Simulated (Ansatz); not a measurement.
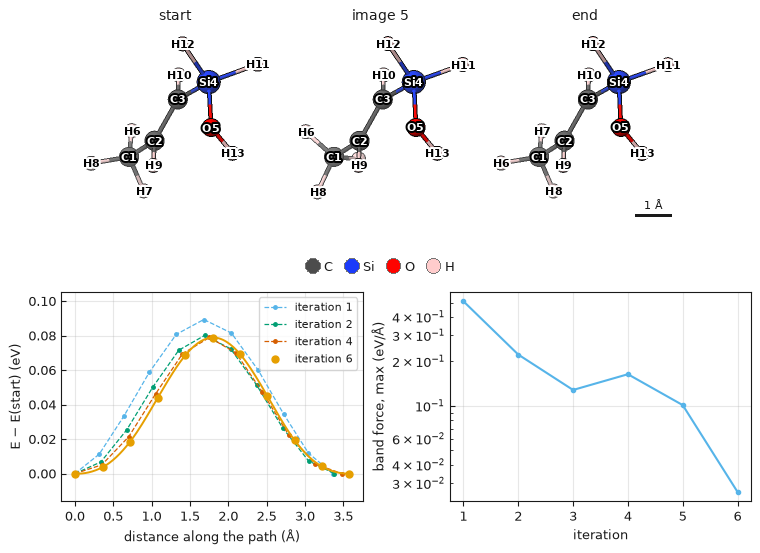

A search for the minimum-energy path of C3H8OSi by the nudged elastic band. Images are numbered from 0 (start) to 10 (end). The plot follows the band through its iterations. The picture is a ball-and-stick view, seen from a free direction.

These are results of RKS PBE0-D4/def2-mTZVP (Ansatz 0.2.0), not measurements. Settings: 9 movable images; climbing image; force threshold 0.05 eV/Å; iteration limit 43; spring constant 50.0 eV/Å²; starting path by image-dependent pair potential.

Q: How did the profile develop, and is the result final?

A: The run is converged, with reservations. The band converged in 6 iterations. The largest component of the band force went from 0.51 to 0.026 eV/Å. The climbing image converged on the top of the path. Its curvatures weren't checked. The spring constant is far from the usual few eV/Å², which spoils the spacing or the steps. The first iteration put the highest image at 0.089 eV. The barrier is about 0.079 eV in both directions, with image 5 at the top; the ends have the same energy.

Cost: 3.6 min on 2 threads of Arm Neoverse V2 (shared host), peak memory 0.3 GiB.
